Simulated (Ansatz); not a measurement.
# SiCNF2 (SMILES N#C[Si](F)F): UB3LYP/6-31G(d) (Cartesian functions)

Aim: the vertical doublet–quartet gap of SiCNF2 at UB3LYP/6-31G* (Cartesian functions), from 2 runs. 

Program for the calculation: Ansatz 0.2.0.

36 further runs of the same task are left out: 36 set aside as unsound or not needed.

## (1) Starting point

SiCNF2: 5 atoms, total charge 0, spin state doublet. As SMILES, `N#C[Si](F)F`. The shape is that of a PBE0-D4/def2-TZVP optimisation.

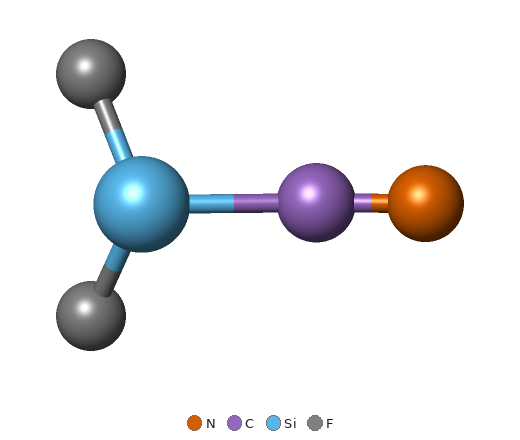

The structure, seen from a chosen angle (nitrogen orange, carbon purple, silicon blue, fluorine grey).

## (2) A single-point energy at UB3LYP/6-31G(d) (Cartesian functions)

in.yaml

```yaml
basis:
  gaussian: {orbitals: "6-31G*"}
crystal:
  periodic: [false, false, false]
  atoms:
    - {symbol: "N", position_ang: [1.426100, -1.103800, 1.364300]}
    - {symbol: C, position_ang: [0.743000, -0.566400, 0.607500]}
    - {symbol: Si, position_ang: [-0.192800, 0.214100, -0.773500]}
    - {symbol: F, position_ang: [-1.655600, -0.382400, -0.757500]}
    - {symbol: F, position_ang: [-0.270900, 1.764900, -0.482300]}
output: {orbitals: {seedname: orbitals}}
magnetization: {spin_polarized: true, initial_magnetization: 1}
accuracy: high
hamiltonian: {xc: {name: B3LYP}}
```

Run with:

```console
ansatz run in.yaml --threads 1 --pin off --max-ram 3480MiB --events-out events.jsonl --progress --plain --runs-dir runs
```

Standard output:

```text
Warning: RAYON_NUM_THREADS=1 ignored (pool sized by the plan → 1); use --threads N
Functional definition: B3LYP
  name "B3LYP"
  parameter a0 = 0.2
  parameter ax = 0.72
  parameter ac = 0.81
  exchange = (1 - a0 - ax)*slater_x + ax*b88_x + a0*exact_x
  correlation = (1 - ac)*vwn_rpa_c + ac*lyp_c
1576 factors; integrals over basis functions are off by at most 3.6e-9 eV
mean field evaluation 1: about -15832.8711 eV, gradient 4.0e1 eV
mean field evaluation 2: about -15798.9765 eV, gradient 8.6e1 eV
mean field evaluation 4: about -15839.0454 eV, gradient 3.8e0 eV
mean field evaluation 8: about -15839.2319 eV, gradient 1.0e-1 eV
mean field evaluation 16: about -15839.2320 eV, gradient 5.5e-4 eV
mean field -15839.23201976 eV, -582.0810405090 hartree, gradient 9.1e-8 eV, S^2 0.751415; 0 other end points of the search recorded, 0 dependent functions left out
reference -15839.23205292 eV, -582.0810417276 hartree; 23, 22 occupied and 56, 57 virtual orbitals, 1576 factors
Total energy: -15839.23205292 eV, -582.0810417276 hartree
```

Run time: 3.3 s. Hardware: 1 thread of AMD EPYC 9R45 (Zen 5), shared host; peak memory 0.34 GiB.

## (3) The quartet at the same level

input.yaml

```yaml
crystal:
  periodic: [false, false, false]
  atoms:
    - symbol: N
      position_ang: [1.426100, -1.103800, 1.364300]
    - symbol: C
      position_ang: [0.743000, -0.566400, 0.607500]
    - symbol: Si
      position_ang: [-0.192800, 0.214100, -0.773500]
    - symbol: F
      position_ang: [-1.655600, -0.382400, -0.757500]
    - symbol: F
      position_ang: [-0.270900, 1.764900, -0.482300]
basis:
  gaussian:
    orbitals: "6-31G*"
total_charge: 0
magnetization:
  spin_polarized: true
  initial_magnetization: 3
hamiltonian:
  xc: {name: B3LYP}
accuracy: high
output: {orbitals: {seedname: orbitals}}
```

Run with:

```console
ansatz run input.yaml --threads 1 --pin off --max-ram 3480MiB --events-out events.jsonl --progress --plain --runs-dir runs
```

Standard output (excerpt; [...] marks lines left out):

```text
Warning: RAYON_NUM_THREADS=1 ignored (pool sized by the plan → 1); use --threads N
[... 7 set-up lines as earlier in the session ...]
1576 factors; integrals over basis functions are off by at most 3.6e-9 eV
mean field evaluation 1: about -15827.7855 eV, gradient 3.4e1 eV
mean field evaluation 2: about -15816.7116 eV, gradient 5.8e1 eV
mean field evaluation 4: about -15832.4553 eV, gradient 4.5e0 eV
mean field evaluation 8: about -15832.6255 eV, gradient 3.3e-1 eV
mean field evaluation 16: about -15832.8393 eV, gradient 4.6e0 eV
mean field evaluation 32: about -15833.1139 eV, gradient 2.1e0 eV
mean field -15833.21122050 eV, -581.8597802173 hartree, gradient 1.2e-8 eV, S^2 3.755137; 4 other end points of the search recorded, 0 dependent functions left out
reference -15833.21125410 eV, -581.8597814520 hartree; 24, 21 occupied and 55, 58 virtual orbitals, 1576 factors
Total energy: -15833.21125410 eV, -581.8597814520 hartree
```

Run time: 6.3 s. Hardware: 1 thread of AMD EPYC 9R45 (Zen 5), shared host; peak memory 0.34 GiB.

## (4) What came out

Level: UB3LYP/6-31G* (Cartesian functions).

```
                                        quantity          value
                           doublet: total energy  -582.08104 Eh
     doublet: HOMO energy (highest over α and β)       -7.44 eV
      doublet: LUMO energy (lowest over α and β)       -4.05 eV
                                   doublet: ⟨S²⟩          0.751
                           quartet: total energy  -581.85978 Eh
     quartet: HOMO energy (highest over α and β)       -4.34 eV
                                   quartet: ⟨S²⟩          3.755
vertical energy of the quartet above the doublet       6.021 eV
```

In words: At this shape the quartet lies 6.02 eV (139 kcal/mol) above the doublet.
